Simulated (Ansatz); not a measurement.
The parent structure is MgO in the rock salt structure (space group Fm-3m, No. 225; a = 4.2044 Å).

Structures relaxed with plane-wave PAW DFT at the r2SCAN level (Ansatz, an electronic-structure program, 500 eV), spin-orbit coupling left out.

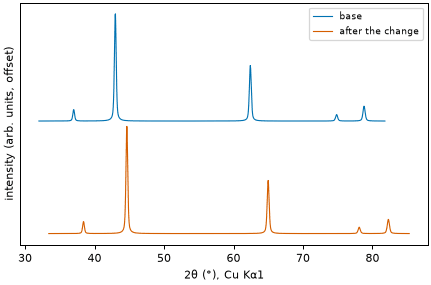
Figure. Simulated powder patterns before (top) and after one change

Q: Name the change that was made.
A. pressure 22.5 GPa
B. pressure 4.5 GPa
C. pressure 9 GPa
D. pressure 0.9 GPa

A: A, pressure 22.5 GPa. Its volume per atom is 8.34 Å³ against 9.29 Å³, and its space group is Fm-3m (No. 225).

Load acts through the strain it causes; cell and atoms are relaxed under it. Stability against distortions was not tested. Competing high-pressure phases were not computed.
